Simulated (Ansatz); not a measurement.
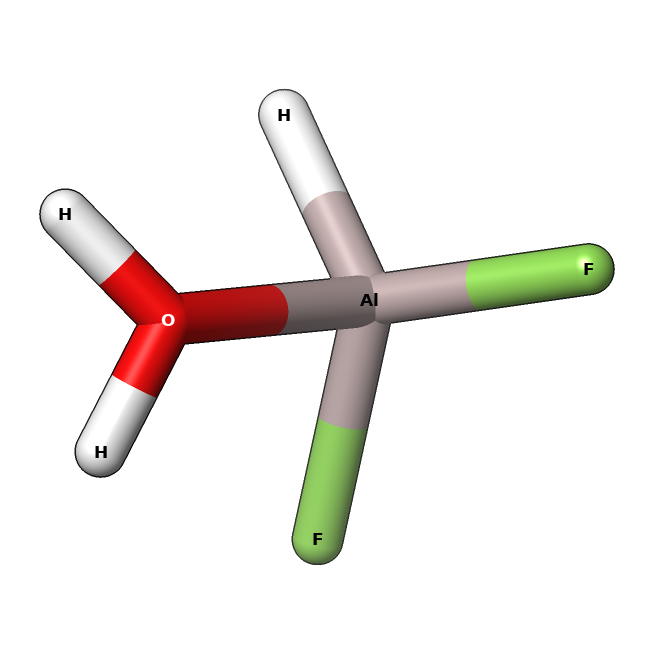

Rendered structure (stick style). Every bond is drawn as one stick, whatever its order.

> Give the formula.

AlF2H3O, 7 atoms: 1 aluminium, 2 fluorine, 3 hydrogen and 1 oxygen.

> Give the symmetry (Schoenflies symbol).

C1.

More results for the same structure follow; atom numbers are the same in all pictures, views and colours differ. The geometry was computed by an optimisation with PBE0-D4/def2-TZVP.

**Dipole moment**

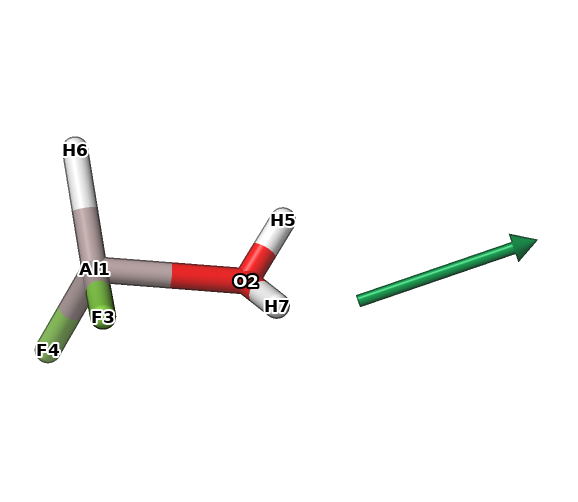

The arrow beside the molecule shows the direction of the dipole moment, from the negative to the positive end (its length means nothing). Method: RKS PBE0-D4/def2-TZVP (Ansatz 0.2.0).

> Estimate the dipole moment.

5.43 D; it points from the side of F4 to the side of H5 (the outermost atoms at the two ends).

**Vibrations**

Harmonic vibrations computed with RKS PBE0-D4/def2-TZVP (Ansatz 0.2.0) at a stationary point of the same level.

> How many vibrational modes are there, and where do they lie?

15 modes: 127, 162, 210, 261, 410, 439, 571, 671, 686, 763, 882, 1619, 1959, 3794, 3898 cm⁻¹.

**Electronic properties**

Level of theory: RKS PBE0-D4/def2-TZVPP (Ansatz 0.2.0).

Computed properties:

- HOMO energy (Kohn–Sham orbital): −8.84 eV
- LUMO energy (Kohn–Sham orbital): −0.67 eV
- HOMO–LUMO gap: 8.18 eV
- dispersion correction: −7.2 kJ/mol
